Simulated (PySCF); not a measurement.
# C5H8N2, SMILES `CN1C=CN(C)[C]1`: electronic structure

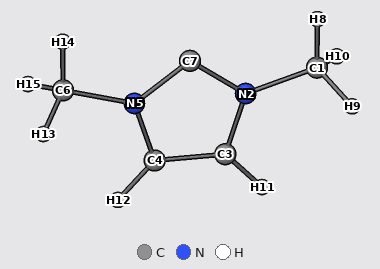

The molecule, with its atoms numbered as below. No frequency check shows the geometry to be a minimum.

Geometry (Å), atoms numbered from 1:

```
C1      -2.4289    0.5604    0.0008
N2      -1.0637    0.1235   -0.0007
C3      -0.6762   -1.1938   -0.0004
C4       0.6762   -1.1939    0.0004
N5       1.0637    0.1235    0.0007
C6       2.4289    0.5604   -0.0008
C7       0.0001    0.9657    0.0001
H8      -2.4364    1.6486   -0.0036
H9      -2.9536    0.1969   -0.8868
H10     -2.9530    0.1969    0.8887
H11     -1.3781   -2.0033   -0.0005
H12      1.3781   -2.0033    0.0005
H13      2.9530    0.1969   -0.8887
H14      2.4364    1.6486    0.0036
H15      2.9536    0.1969    0.8868
```

### 1. Bonding charge

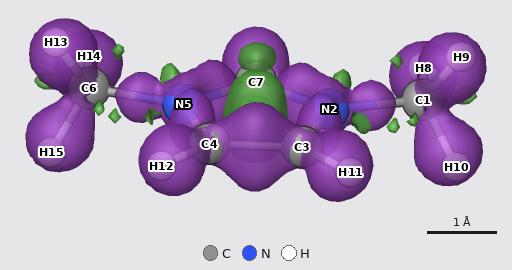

Deformation density (molecule less spherical, spin-averaged free atoms at the same positions), surfaces at ±0.13 e/Å³; purple: gain, green: loss.

PySCF calculation, BP86/def2-SVP, gas phase; geometry: GFN2-xTB.

Question: Describe the bonding that the map shows.

Answer: C6–H14 and C1–H8: +0.70 e/Å³ at the bond critical point (bond length 1.09 Å, Mayer order 1.0). C4–H12 and C3–H11: +0.70 e/Å³ at the bond critical point (bond length 1.07 Å, Mayer order 1.0). C1–H9, C1–H10, C6–H15 and C6–H13: +0.67 e/Å³ at the bond critical point (bond length 1.09 Å, Mayer order 1.0). C3–C4: +0.65 e/Å³ at the bond critical point (bond length 1.35 Å, Mayer order 1.6). N2–C3 and C4–N5: +0.35 e/Å³ at the bond critical point (bond length 1.37 Å, Mayer order 1.2). N5–C7 and N2–C7: +0.31 e/Å³ at the bond critical point (bond length 1.36 Å, Mayer order 1.2). C1–N2 and N5–C6: +0.26 e/Å³ at the bond critical point (bond length 1.43 Å, Mayer order 1.0). In all, 3.2 electrons gather in the regions of gain relative to the promolecule.

Question: Where do the Hirshfeld charges lie?

Answer: The highest Hirshfeld charge is on H11 and H12 (+0.05 e), the lowest on C7 (−0.21 e).

### 2. Bond critical points

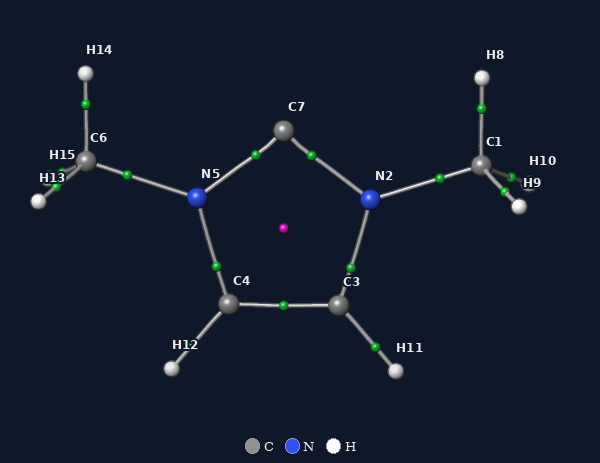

Molecular graph of the electron density (QTAIM): bond paths, bond critical points (green), ring points (magenta, if any); weak paths are dashed.

Question: How many critical points of each kind are there, and does the count close?

Answer: 15 nuclei, 15 bond, 1 ring and 0 cage critical points: 15 − 15 + 1 − 0 = 1, as the Poincaré–Hopf relation requires.

Question: What does the calculation give at each kind of bond critical point?

Answer:
```
            bond  length (Å)  ρ (a.u.)  ∇²ρ (a.u.)     ε  H (a.u.)
           C3–C4       1.352     0.329       −0.83  0.39    −0.333
 N5–C7 (2 alike)       1.357     0.311       −0.57  0.07    −0.513
 N2–C3 (2 alike)       1.373     0.308       −0.82  0.18    −0.473
C4–H12 (2 alike)       1.071     0.284       −1.09  0.05    −0.312
C6–H14 (2 alike)       1.088     0.280       −1.07  0.02    −0.305
 C1–H9 (4 alike)       1.093     0.275       −1.01  0.03    −0.293
 C1–N2 (2 alike)       1.433     0.273       −0.77  0.02    −0.358
```

Question: What kind of interaction is C1–N2?

Answer: Shared-shell (covalent): ρ = 0.273, ∇²ρ = −0.77, H = −0.358 a.u.

### 3. Local ionisation energy

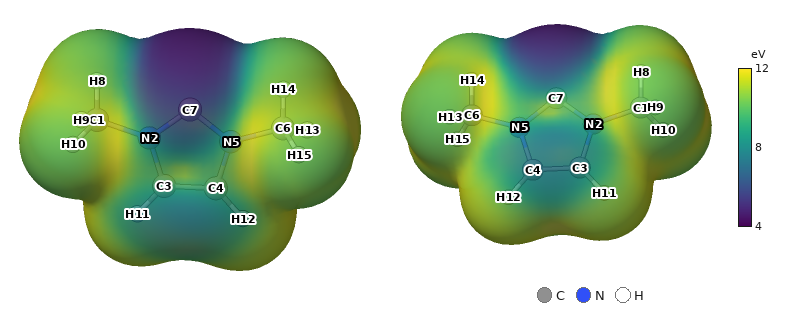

Average local ionisation energy on the surface of electron density 0.001 a.u. (back view left, front view right).

Question: Where are the most loosely bound electrons on this surface?

Answer: The lowest value is 4.5 eV, 2.1 Å from C7. Further minima include 7.2 eV, off the C3–C4 bond (2.1 to 2.2 Å from its atoms), and at like points elsewhere; 10.1 eV, 1.4 Å from H9, and at like points elsewhere. For comparison, the highest occupied orbital lies at −4.3 eV.

### 4. In an electric field

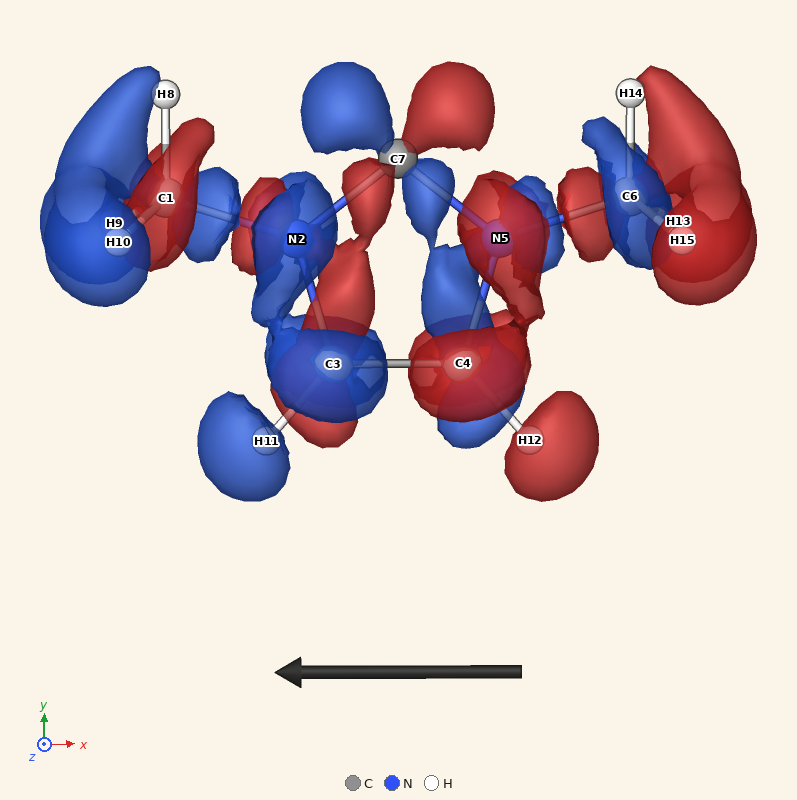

Change of the electron density in a uniform field of 0.10 V/Å along −x (arrow), surfaces at ±0.001 e/Å³ (red: gain, blue: loss).

PySCF calculation, BLYP/6-31G*, gas phase; geometry: GFN2-xTB. A basis without diffuse functions makes polarisabilities too small.

Question: How large is the response?

Answer: The induced dipole is 0.44 D (along the field); α along this axis, from the fields in both directions, is 86 bohr³ (12.7 Å³).

Question: Which atoms gain and lose the most charge?

Answer: Electrons gather most on C4 (Hirshfeld charge changes by −0.003 e) and leave C3 most (+0.004 e); 0.036 electrons are displaced in all.
